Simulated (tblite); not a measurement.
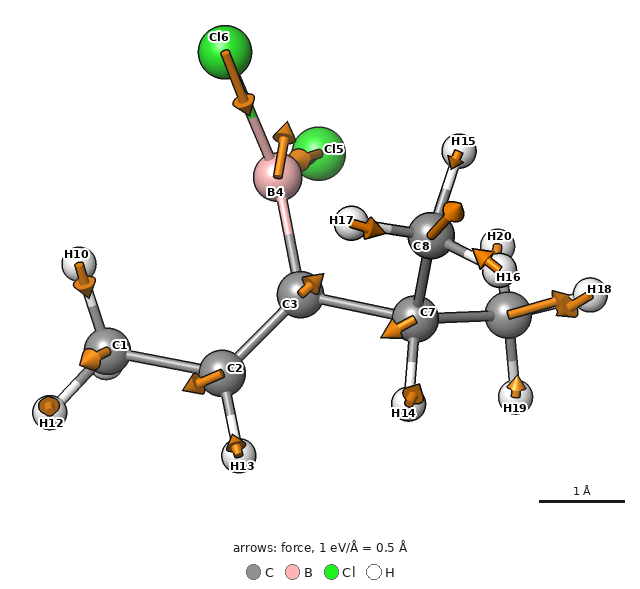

Starting geometry of C₆H₁₁BCl₂ with the computed forces as orange arrows. A ball-and-stick model, seen at a tilt.

Computed with tblite, GFN2-xTB geometry optimisation, gas phase. 

What follows when this structure is relaxed?

Answer. It isn't relaxed: the largest force vector, on a Cl atom, is 1.98 eV/Å. The final displacements have little in common with the starting forces (cosine between the two patterns 0.26). A Cl atom moves most after the best rigid fit: 1.46 Å. By element the largest moves are Cl 1.46 Å, H 0.92 Å, B 0.33 Å, C 0.30 Å. Among the contacts that change: B–Cl 1.872 → 1.724 Å, B–Cl 1.845 → 1.729 Å, C–H 1.131 → 1.088 Å, C–C 1.503 → 1.530 Å. Bond angles that change, for instance: C–C–C 118.7° → 127.9°, C–C–H 118.9° → 113.7°, C–C–C 106.5° → 111.7°. Groups turn about C–C by about 45°, B–C by about 40°, C–C by about 25°. The energy falls by 17.2 kcal/mol in 192 geometry steps.
